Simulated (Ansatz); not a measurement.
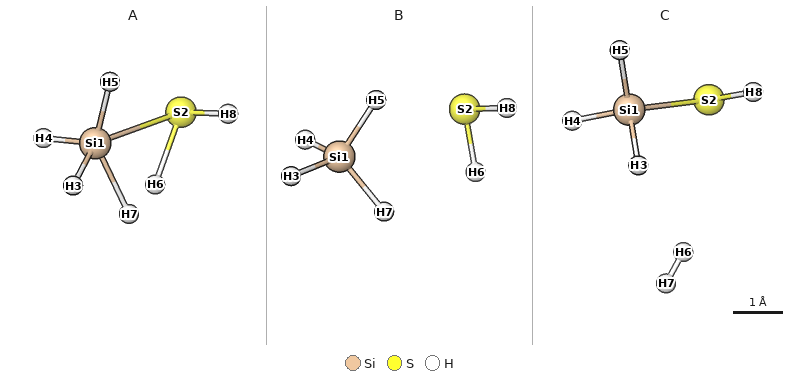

Three geometries of SiH6S: a saddle point and the two minima that it joins, in shuffled order. The picture is a ball-and-stick view, seen at a tilt. Sticks join atoms that are closer than about 1.2 times the sum of their covalent radii (a little more with hydrogen).

Stationary points at PBE0-D4/def2-TZVP, single-point energies with CCSD(T)/CBS, PBE-D4, wB97M-V (def2-TZVPP where no basis is named; Ansatz 0.2.0). The energies are electronic, without zero-point or thermal terms, and both ends are the minima reached downhill from the saddle, with any fragments still in contact. CCSD(T)/CBS stands for a frozen-core estimate: MP2 correlation extrapolated from def2-TZVPP and def2-QZVPP, CCSD(T) minus MP2 from the smaller set.

Which frame is the transition state, what reaction does it lead through, and what barrier is to be expected?

Answer. Frame A is the saddle point. Counted by bonded pieces, C holds H₂ + SiH₄S and B holds H₂S + SiH₄. From C over the saddle to B, bonds form: Si1–H7 (3.90 → 1.71 → 1.48 Å), S2–H6 (3.19 → 1.68 → 1.34 Å). Bonds break: Si1–S2 (2.14 → 2.51 → 3.74 Å), H6–H7 (0.75 → 0.99 → 3.25 Å). The saddle has one imaginary mode, 1287i cm⁻¹. With CCSD(T)/CBS the barrier is 2.57 eV from C and 2.25 eV from B, and B lies 0.32 eV above C.

```tsv
level	barrier from C (eV)	barrier from B (eV)	B less C (eV)
CCSD(T)/CBS	2.57	2.25	0.32
PBE-D4	2.10	1.76	0.35
wB97M-V	2.52	2.23	0.29
```

Against CCSD(T)/CBS, wB97M-V comes closest on the barrier from C (−0.05 eV) and PBE-D4 misses most (−0.47 eV).

Limits of the set-up: the start holds two separate molecules, 3.1 Å apart at their closest, whose relative position is a soft coordinate.
